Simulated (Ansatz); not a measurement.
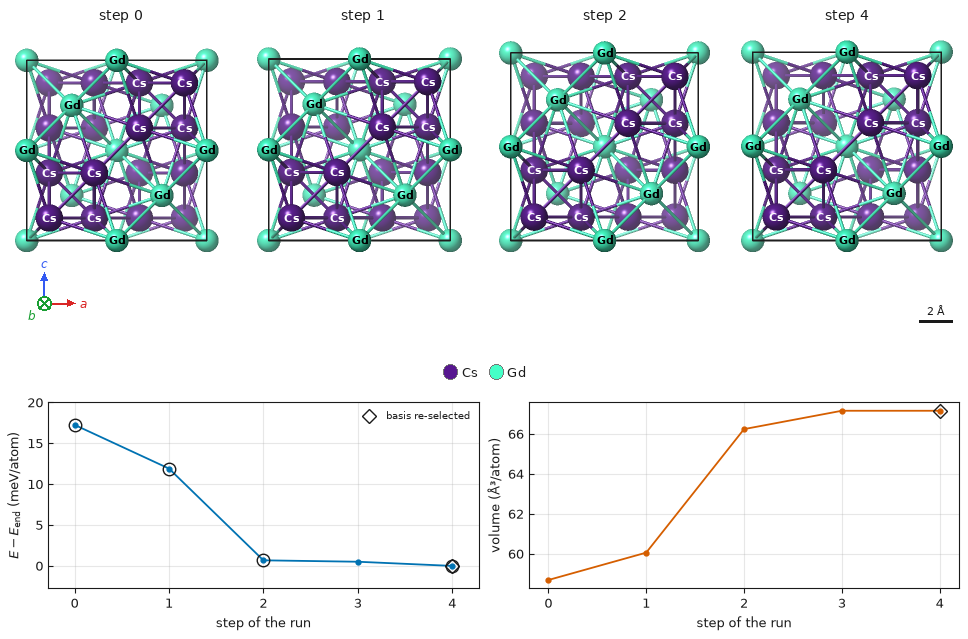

Frames of a relaxation of crystalline Cs2Gd (a generated structure, set up in Fd-3m), marked on the history of the run. A ball-and-stick model of the conventional cell (4 times the calculation's cell), seen along the b axis. Lengths and directions refer to the drawn axes.

Method: DFT PBE, scalar-relativistic, plane waves, PAW (Ansatz).

Input
```yaml
crystal:
  lattice:
    - [0.0, 5.60491444, 5.60491444]
    - [5.60491444, 0.0, 5.60491444]
    - [5.60491444, 5.60491444, 0.0]
  atoms:
    - { symbol: Cs, position: [0.125, 0.125, 0.125] }
    - { symbol: Cs, position: [0.625, 0.125, 0.125] }
    - { symbol: Cs, position: [0.125, 0.125, 0.625] }
    - { symbol: Cs, position: [0.125, 0.625, 0.125] }
    - { symbol: Gd, position: [0.5, 0.5, 0.5], spin: 8.31 }
    - { symbol: Gd, position: [0.75, 0.75, 0.75], spin: 8.31 }
basis:
  ecutwfc: 420
kpoints:
  mp_grid: { grid: [6, 6, 6] }
hamiltonian:
  xc: pbe
scf:
  occupations: { method: gaussian, width: 0.1 }
output:
  forces: true
  stress: true
  eigenvalues: true
  populations: true
  write_density: true
  write_potential: true
  elf: true
  volumetric_format: npy
magnetization:
  spin_polarized: true
relax:
  adjacent_minimum: "off"
  f_tol: 0.01
  max_steps: 80
  cell: { stress_tol: 0.05 }
```

Command:
```bash
ansatz run input.yaml --threads 1 --pin off --max-ram 2560MiB --backend cpu --events-out ev --progress --plain --runs-dir out
```

**What happens along the run?**

After 3 accepted moves (4 points after the start) the energy has fallen by 17.3 meV per atom. All forces vanish by symmetry, so only the cell relaxes. Pressure: 0.71 GPa at the start and 0.02 GPa at the end. The SCF was repeated once at an unchanged geometry on a basis and grid sized afresh for the cell, which shifted the energy by 0.5 meV per atom at most. The atoms keep their places relative to the cell (all moves are under 0.005 Å). The drawn cell changes as follows: a = b = c 11.210 → 11.725 Å (+4.6 %); the volume changes by +14.4 %. Near-neighbour distances that change, for instance: Gd5–Gd6 4.854 → 5.077 Å, Cs1–Gd5 4.647 → 4.861 Å, Cs1–Cs2 3.963 → 4.145 Å. The space group stays Fd-3m (No. 227). Cost: 7.3 min on 1 thread of Arm Neoverse V1, on a shared host, peak memory 1 GiB. From step 0 to 1: volume +2.3 %, energy −5.4 meV per atom. From step 1 to 2: volume +10.3 %, energy −11.2 meV per atom. From step 2 to 4: volume +1.4 %, energy −0.7 meV per atom.

```json
{"step": "0", "E − E(0), meV/atom": "0.00", "pressure, GPa": "0.71", "volume, Å³/atom": "58.693", "note": ""}
{"step": "1", "E − E(0), meV/atom": "-5.35", "pressure, GPa": "0.56", "volume, Å³/atom": "60.062", "note": ""}
{"step": "2", "E − E(0), meV/atom": "-16.58", "pressure, GPa": "0.07", "volume, Å³/atom": "66.242", "note": ""}
{"step": "3", "E − E(0), meV/atom": "-16.75", "pressure, GPa": "0.01", "volume, Å³/atom": "67.161", "note": ""}
{"step": "4", "E − E(0), meV/atom": "-17.26", "pressure, GPa": "0.02", "volume, Å³/atom": "67.161", "note": "same geometry, new basis"}
```
